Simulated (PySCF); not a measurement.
**C₃H₆N₂Si: one change and its effect**

System: C₃H₆N₂Si.
Method of run 1: GIAO PBE0/pcSseg-1 NMR shielding, non-relativistic, gas phase (PySCF 2.14.0).

The geometry comes from this level: PBE0-D3(BJ)/def2-SVP. Text and figures count atoms from 1; the logs count them from 0 in places.

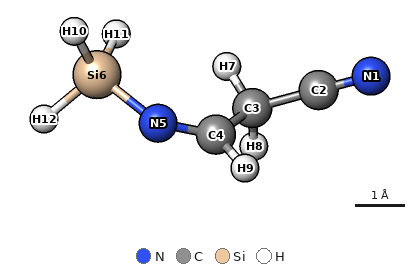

The input geometry (ball-and-stick view, seen at a tilt; atoms are numbered from 1 in the order of the input). Bond lengths as drawn: C–C 1.46 to 1.52 Å, C–H 1.10 to 1.11 Å, C–N 1.16 to 1.26 Å, H–Si 1.49 to 1.50 Å and N–Si 1.75 Å.

**Input file, run 1**
```
{"job": {"kind": "nmr", "xc": "PBE0", "basis": "pcSseg-1", "pop": false}, "charge": 0, "multiplicity": 1}
N     -3.143492     1.747698     0.111023
C     -2.362419     0.919203     0.315959
C     -1.369392    -0.123276     0.531377
C     -0.707666    -0.576700    -0.763592
N      0.508196    -0.845293    -0.932698
Si     1.926531    -0.792786     0.087522
H     -0.619015     0.219748     1.260175
H     -1.879211    -0.995860     0.978519
H     -1.414433    -0.693500    -1.609019
H      2.932502     0.057015    -0.607139
H      1.709288    -0.249572     1.471805
H      2.425312    -2.192393     0.199311
```

The first line tells a small driver script what to run in PySCF; the rest is the geometry in Å.

Command:
```bash
OMP_NUM_THREADS=1 python <driver script> task.json out
```

Hardware: 1 CPU thread, shared host.

**Output (run 1)**
```
coarse grid: 10728 points
cycle   1  E = -516.3489878627  dE =  5.774e-01  |g| = 5.613e-01  |ddm| = 3.172e+00
cycle   2  E = -516.0677243253  dE =  2.813e-01  |g| = 1.264e+00  |ddm| = 1.508e+00
cycle   3  E = -516.4234233885  dE = -3.557e-01  |g| = 9.690e-02  |ddm| = 1.031e+00
cycle   4  E = -516.4247425464  dE = -1.319e-03  |g| = 6.184e-02  |ddm| = 1.147e-01
cycle   5  E = -516.4254546887  dE = -7.121e-04  |g| = 2.394e-02  |ddm| = 5.529e-02
cycle   6  E = -516.4255837124  dE = -1.290e-04  |g| = 2.806e-03  |ddm| = 2.098e-02
cycle   7  E = -516.4255855167  dE = -1.804e-06  |g| = 1.049e-03  |ddm| = 3.205e-03
final grid: 99768 points
cycle   8  E = -516.4580713876  dE = -1.981e-05  |g| = 5.805e-03  |ddm| = 2.107e-02
cycle   9  E = -516.4580692442  dE =  2.143e-06  |g| = 6.567e-03  |ddm| = 1.182e-02
cycle  10  E = -516.4580796282  dE = -1.038e-05  |g| = 9.446e-04  |ddm| = 6.488e-03
cycle  11  E = -516.4580797976  dE = -1.693e-07  |g| = 3.840e-04  |ddm| = 9.584e-04
cycle  12  E = -516.4580798278  dE = -3.028e-08  |g| = 1.052e-04  |ddm| = 3.123e-04
cycle  13  E = -516.4580798295  dE = -1.638e-09  |g| = 6.254e-05  |ddm| = 1.111e-04
cycle  14  E = -516.4580798303  dE = -8.203e-10  |g| = 1.134e-05  |ddm| = 4.251e-05
converged SCF energy = -516.4580798303

GIAO shielding tensors (ppm)
atom      isotropic    diamagn.    paramagn.     s11        s22        s33       span
  0 N      -47.506     338.663    -386.169   -226.631   -212.888    297.001    523.632
  1 C       65.246     259.994    -194.748    -48.702    -45.608    290.049    338.751
  2 C      157.335     251.744     -94.408    139.888    156.672    175.446     35.558
  3 C       12.050     250.549    -238.499    -85.292      8.565    112.877    198.168
  4 N     -122.829     328.775    -451.604   -498.873   -147.035    277.421    776.294
  5 Si     419.809     879.896    -460.088    392.290    400.186    466.950     74.659
  6 H       27.999      31.068      -3.070     23.234     28.186     32.576      9.342
  7 H       28.598      27.282       1.316     24.412     28.195     33.186      8.774
  8 H       22.792      28.538      -5.746     20.189     22.733     25.456      5.267
  9 H       26.315      28.736      -2.420     23.884     24.737     30.325      6.441
 10 H       26.246      29.666      -3.420     22.751     26.209     29.779      7.028
 11 H       26.370      28.164      -1.794     24.014     24.735     30.362      6.347
```

For run 2 the input was changed thus:
```diff
-"xc": "PBE0"
+"xc": "CAM-B3LYP"
```

What does this change do to the results?

The total energies belong to different methods, so their difference says nothing on which is more stable or more accurate. The HOMO goes from −7.55 to −8.90 eV. The LUMO goes from −1.41 to −0.16 eV. Of all shieldings, the largest change is that of N5, by −10.1 ppm. The functional changes from PBE0 to CAM-B3LYP. The SCF takes 13 iterations against 14.

**Output (run 2)**
```
coarse grid: 10728 points
cycle   1  E = -516.5998108256  dE =  6.402e-01  |g| = 6.508e-01  |ddm| = 3.147e+00
cycle   2  E = -516.4107814369  dE =  1.890e-01  |g| = 1.184e+00  |ddm| = 1.398e+00
cycle   3  E = -516.7050308429  dE = -2.942e-01  |g| = 6.723e-02  |ddm| = 8.649e-01
cycle   4  E = -516.7054705809  dE = -4.397e-04  |g| = 5.667e-02  |ddm| = 9.218e-02
cycle   5  E = -516.7060861881  dE = -6.156e-04  |g| = 1.679e-02  |ddm| = 4.682e-02
cycle   6  E = -516.7061481048  dE = -6.192e-05  |g| = 2.349e-03  |ddm| = 1.724e-02
cycle   7  E = -516.7061500742  dE = -1.969e-06  |g| = 9.134e-04  |ddm| = 4.697e-03
final grid: 99768 points
cycle   8  E = -516.7495287766  dE = -1.443e-05  |g| = 2.820e-03  |ddm| = 1.089e-02
cycle   9  E = -516.7495293095  dE = -5.329e-07  |g| = 2.470e-03  |ddm| = 4.595e-03
cycle  10  E = -516.7495306925  dE = -1.383e-06  |g| = 4.795e-04  |ddm| = 2.067e-03
cycle  11  E = -516.7495307321  dE = -3.964e-08  |g| = 2.150e-04  |ddm| = 4.124e-04
cycle  12  E = -516.7495307409  dE = -8.735e-09  |g| = 6.600e-05  |ddm| = 1.909e-04
cycle  13  E = -516.7495307417  dE = -8.683e-10  |g| = 2.514e-05  |ddm| = 6.553e-05
converged SCF energy = -516.7495307417

GIAO shielding tensors (ppm)
atom      isotropic    diamagn.    paramagn.     s11        s22        s33       span
  0 N      -50.690     339.954    -390.643   -231.973   -218.386    298.291    530.264
  1 C       61.480     260.224    -198.744    -54.663    -52.408    291.510    346.173
  2 C      156.055     251.648     -95.593    138.563    154.681    174.921     36.358
  3 C        7.260     250.315    -243.055    -93.908      4.305    111.384    205.292
  4 N     -132.932     329.456    -462.388   -521.486   -157.398    280.089    801.576
  5 Si     414.055     879.458    -465.404    386.352    393.751    462.062     75.710
  6 H       28.173      31.477      -3.304     23.362     28.342     32.816      9.454
  7 H       28.768      27.403       1.365     24.590     28.392     33.323      8.733
  8 H       22.977      28.826      -5.850     20.301     22.977     25.652      5.351
  9 H       26.477      28.878      -2.401     24.089     24.886     30.456      6.367
 10 H       26.468      29.880      -3.412     23.006     26.516     29.881      6.875
 11 H       26.539      28.296      -1.757     24.228     24.885     30.504      6.276
```

**The two runs side by side**

| quantity | run 1 | run 2 |
| --- | --- | --- |
| outcome | converged | converged |
| total energy (hartree) | −516.458080 | −516.749531 |
| HOMO (eV) | −7.55 | −8.90 |
| LUMO (eV) | −1.41 | −0.16 |
| dipole moment (D) | 3.21 | 3.19 |
| shielding of N1 (ppm) | −47.5 | −50.7 |
| shielding of C2 (ppm) | 65.2 | 61.5 |
| shielding of C3 (ppm) | 157.3 | 156.1 |
| shielding of C4 (ppm) | 12.1 | 7.3 |
| shielding of N5 (ppm) | −122.8 | −132.9 |
| shielding of Si6 (ppm) | 419.8 | 414.1 |
| shielding of H11 (ppm) | 26.2 | 26.5 |
| SCF iterations | 14 | 13 |
| basis functions | 139 | 139 |
| wall time (shared host) | 12 s | 17 s |
